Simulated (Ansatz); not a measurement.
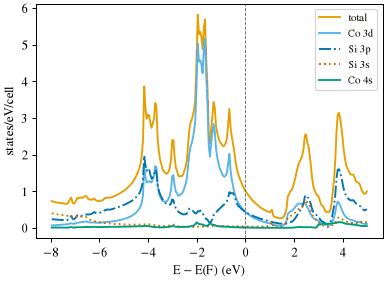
Figure: Total and projected density of states of CoSi₂ (fluorite or antifluorite type, space group No. 225), PBEsol (plane waves, PAW; program Ansatz)

Which orbitals carry the states next to the Fermi level?

Within 0.5 eV of the Fermi level: Co 3d 44 %, Si 3p 43 %, outside the projected shells 8 %. Projections are on Löwdin-orthogonalised atomic valence shells; empty p or d shells of many metals are not among them.

Where is the tallest occupied peak in this window, and what makes it?

Near -1.9 eV, about 5.8 states/eV per cell; the largest projected share is Co 3d.

Space group Fm-3m (fluorite or antifluorite type). The PBEsol relaxation kept the symmetry of its start. The run is not spin-polarised.

Potentials: the earlier of the program's two PAW sets. The files were generated under PBE; for other functionals the program regenerates the frozen cores, and for LDA and PBEsol the local potential too.
